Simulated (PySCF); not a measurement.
```xyz
12

C    -0.6008    1.4363    0.3819
C    -0.2014    0.1871    0.1036
C    -1.0835   -1.0067    0.3334
Si    1.5178   -0.0964   -0.6030
H     0.0432    2.3051    0.2135
H    -1.5976    1.6401    0.7934
H    -0.6168   -1.7180    1.0357
H    -2.0640   -0.7172    0.7422
H    -1.2542   -1.5627   -0.6039
H     2.2243    1.2101   -0.7602
H     1.4326   -0.7761   -1.9346
H     2.3184   -0.9859    0.2972
```

Geometry: PBE0-D3(BJ)/def2-SVP.

Theory: PBE0/pcSseg-1, SCF density, gas phase, non-relativistic (PySCF).

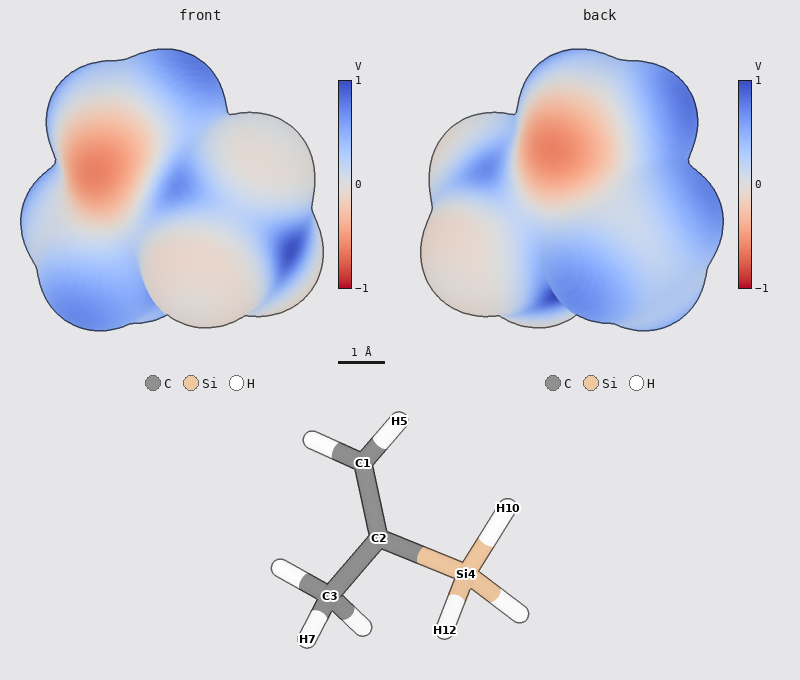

C$_{3}$H$_{8}$Si (SMILES C=C(C)[SiH3]). The molecular electrostatic potential painted on the density surface at 0.002 e/bohr³, seen from the front and from behind; the colour scale runs from red (negative) to blue (positive). The bare structure is drawn below in the same view.

Question: Describe the electrostatic potential map.

Answer: The most negative region (about −0.6 V) lies over the π face of C1 and C2, the most positive (about +0.9 V) over Si4.
